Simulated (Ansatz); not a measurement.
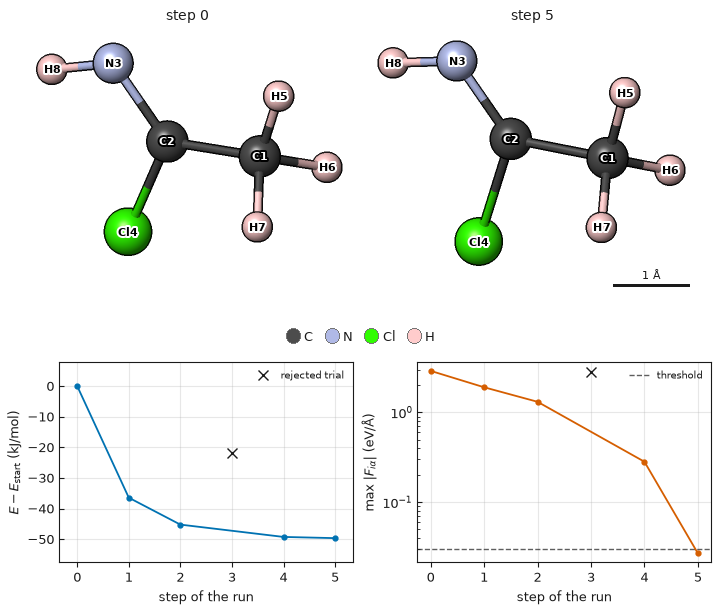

First and last geometry of a relaxation of C2H4ClN (coarse preliminary run), with the history of the run. A ball-and-stick model, seen from a free direction.

The start comes from a force field.

Theory: RKS PBE-D4/def2-SVP (Ansatz 0.2.0). (force threshold 0.03 eV/Å; at most 200 steps)

> Did the run converge, and what did it change?

It converged. The energy falls by 49.6 kJ/mol in 4 accepted moves (5 points after the start). The largest force component goes from 2.9 to 0.027 eV/Å. The line search rejected the trial step at point 3 of the run. The atom that moves furthest after the best rigid fit is Cl4 (0.17 Å). Largest moves by element: Cl 0.17 Å, H 0.10 Å, N 0.06 Å, C 0.05 Å. Near-neighbour distances that change, for instance: C2–Cl4 1.652 → 1.810 Å, C1–H6 1.165 → 1.108 Å, C1–H5 1.049 → 1.105 Å, N3–H8 0.984 → 1.031 Å. Among the angles between lasting bonds that change: C1–C2–Cl4 119.5° → 112.0°, C2–C1–H5 114.6° → 109.2°, N3–C2–Cl4 118.2° → 123.2°. Cost: 7.5 s on 2 threads of Arm Neoverse V2, on a shared host.
